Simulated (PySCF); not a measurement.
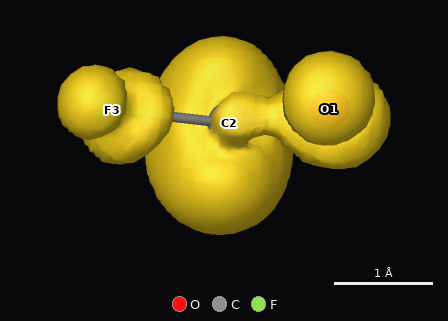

Figure 1: CFO (FCO) (doublet). Isosurfaces of the spin density at +0.05 (yellow) and −0.05 e/Å³ (cyan), seen from one side.

Geometry: PBE0-D3(BJ)/def2-SVP.

Computed with UKS B3LYP, IGLO-III on C F O, non-relativistic, mean-field spin-orbit, GIAO (PySCF 2.14.0, density-fitted response routines).

Which atoms carry the spin?

The unpaired spin (1 electron) lies mostly on C2 (about 0.6), O1 (about 0.2) and F3 (about 0.2), in electrons by Hirshfeld's partition.
